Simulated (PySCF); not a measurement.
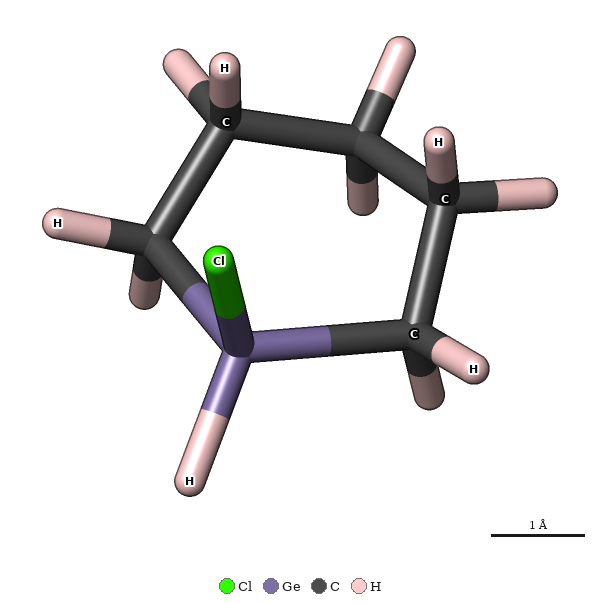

**Figure 1.** The structure as given in the input (stick view, seen at a tilt). Sticks mark near contacts. Bond lengths as drawn: Cl–Ge 2.18 Å, C–C 1.53 Å, C–Ge 1.95 Å, C–H 1.10 to 1.11 Å and Ge–H 1.54 Å.

# C5H11ClGe: excited-state calculation

- system: C5H11ClGe
- method: TDDFT PBE0/def2-SVPD, vertical, gas phase, core orbitals frozen in the response (PySCF 2.14.0)

The geometry comes from this level: PBE0-D3(BJ)/def2-SVP. It belongs to a series of runs on one base structure; here: H on Ge replaced by Cl.

What the program printed
```
coarse grid: 66824 points
cycle   1  E = -2733.1722385008  dE = -9.110e-02  |g| = 5.770e-01  |ddm| = 5.638e+00
cycle   2  E = -2733.1392875362  dE =  3.295e-02  |g| = 7.164e-01  |ddm| = 1.867e+00
cycle   3  E = -2733.2415688202  dE = -1.023e-01  |g| = 3.711e-02  |ddm| = 1.021e+00
cycle   4  E = -2733.2418476531  dE = -2.788e-04  |g| = 2.052e-02  |ddm| = 1.200e-01
cycle   5  E = -2733.2419503622  dE = -1.027e-04  |g| = 5.643e-03  |ddm| = 4.086e-02
cycle   6  E = -2733.2419583131  dE = -7.951e-06  |g| = 9.990e-04  |ddm| = 1.032e-02
final grid: 139920 points
cycle   7  E = -2733.2419351030  dE = -1.164e-07  |g| = 1.130e-03  |ddm| = 1.485e-02
cycle   8  E = -2733.2419349408  dE =  1.623e-07  |g| = 1.421e-03  |ddm| = 4.023e-03
cycle   9  E = -2733.2419353983  dE = -4.575e-07  |g| = 1.038e-04  |ddm| = 2.181e-03
cycle  10  E = -2733.2419354012  dE = -2.946e-09  |g| = 1.389e-05  |ddm| = 2.014e-04
cycle  11  E = -2733.2419354013  dE = -4.275e-11  |g| = 5.693e-06  |ddm| = 3.129e-05
```

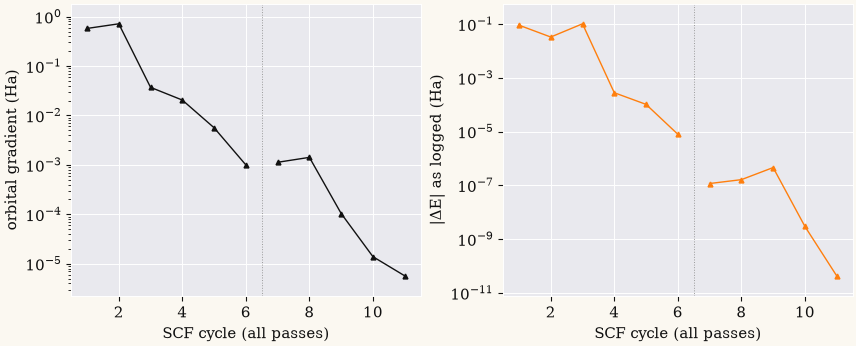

**Figure 2.** Convergence of the self-consistent field: orbital gradient and size of the energy change against the SCF cycle. The dotted line marks the change from a coarse to the final integration grid. The first 6 cycles use a coarse grid, the final grid takes over at cycle 7, and the field converges after 11 cycles in all.

```
converged SCF energy = -2733.2419354013

Static polarisability (au): isotropic 99.464, principal 93.713 96.544 108.136

Singlet excitations
state   eV       nm        f      main configurations
  1   6.5945    188.0   0.00691   H->L 0.97
  2   7.0591    175.6   0.02250   H-1->L 0.95
  3   7.1225    174.1   0.00700   H->L+1 0.98
  4   7.6114    162.9   0.02107   H->L+2 0.92
  5   7.7305    160.4   0.02932   H-2->L 0.66, H->L+4 0.26
  6   7.7529    159.9   0.01724   H-1->L+1 0.85
  7   7.8104    158.7   0.00479   H->L+3 0.71, H-2->L 0.13, H->L+4 0.10
  8   7.8912    157.1   0.00049   H->L+4 0.60, H->L+3 0.17, H-2->L 0.12
  9   7.9613    155.7   0.00950   H-3->L 0.85
 10   8.0740    153.6   0.08183   H-1->L+2 0.48, H->L+6 0.44

Triplet excitations (Tamm-Dancoff, eV): 6.2631 6.6081 6.9647 7.2203
Vertical ionisation energy (delta-SCF) = 9.4441 eV
```

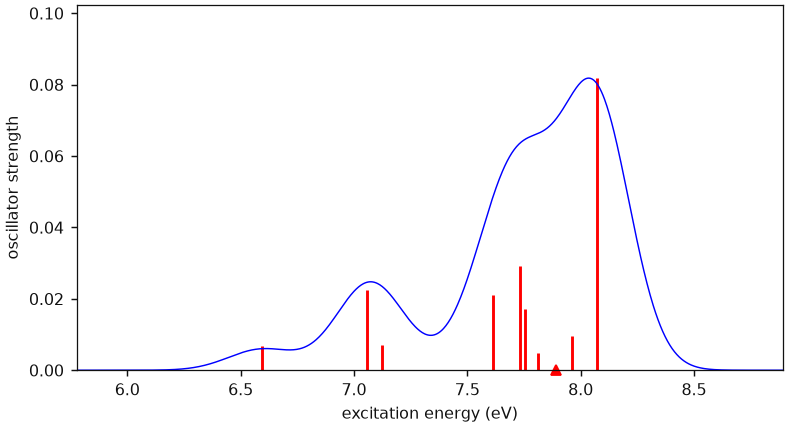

**Figure 3.** Computed excitations as sticks (degenerate states added up, dark ones marked on the axis), with a Gaussian envelope of 0.35 eV full width at half maximum, scaled to the tallest. Of the 10 states the lowest lies at 6.59 eV (f = 0.007); the strongest line is at 8.07 eV, or 154 nm (f = 0.082).

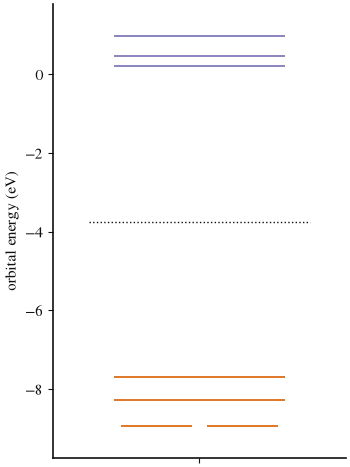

**Figure 4.** Orbital energies near the frontier; the dotted line parts filled from empty levels, and levels within 0.02 eV of each other stand side by side. Highest filled −7.70 eV, lowest empty 0.20 eV, 7.90 eV apart.

This output came from the following input.

Input file
```
{"job": {"kind": "uv", "xc": "PBE0", "basis": "def2-SVPD", "ip": true, "dynamic": false}, "charge": 0, "multiplicity": 1}
Cl     2.734855    -1.316034    -0.516272
Ge     1.325356    -0.597391     0.987643
C     -0.368397    -1.504240     0.664381
C     -1.017159    -0.954560    -0.608660
C     -1.187775     0.566505    -0.627068
C      0.118606     1.361846    -0.697594
C      0.979383     1.272635     0.564993
H      1.974994    -0.865068     2.356171
H     -0.219062    -2.592883     0.604820
H     -1.011739    -1.312229     1.541637
H     -0.411084    -1.254705    -1.481919
H     -2.002846    -1.430061    -0.748495
H     -1.812841     0.839151    -1.492582
H     -1.758588     0.881057     0.267023
H     -0.114162     2.419835    -0.906373
H      0.706295     1.005069    -1.561969
H      1.927499     1.819156     0.449237
H      0.451665     1.715644     1.428142
```

The first line tells a small driver script what to run in PySCF; the rest is the geometry in Å.

Launch command:
```bash
OMP_NUM_THREADS=1 python <driver script> task.json out
```

Results in brief

```csv
quantity,value
outcome,converged
total energy,−2733.241935 hartree
HOMO,−7.70 eV
LUMO,0.20 eV
dipole moment,2.88 D
mean polarisability,99.46 a.u.
vertical ionisation energy,9.44 eV
lowest singlet excitation,6.59 eV
hardware,"1 CPU thread, shared host"
wall time,3.8 min
peak memory,1.2 GiB
```

Remarks

Spin–orbit coupling is left out, which matters for the heavy atoms.
